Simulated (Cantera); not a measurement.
A closed system holds: 1 mol Pb, 67 mol H2, equilibrated at 8.10 mbar.

Method: chemical equilibrium by Gibbs-energy minimisation in Cantera with the NASA 1993 tables (ideal gas, pure condensed phases). Candidate condensed phases: Pb; 4 gas species. Rates play no part.

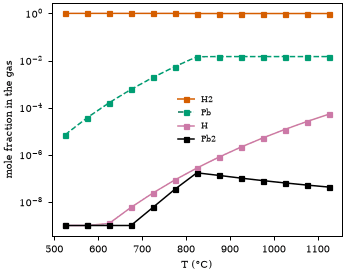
Equilibrium gas composition (values under 1e-9 drawn at 1e-9)

From 525 °C to 825 °C the condensed part is Pb(l). From 875 °C to 1125 °C nothing is condensed. The main Pb-bearing gas is Pb throughout.
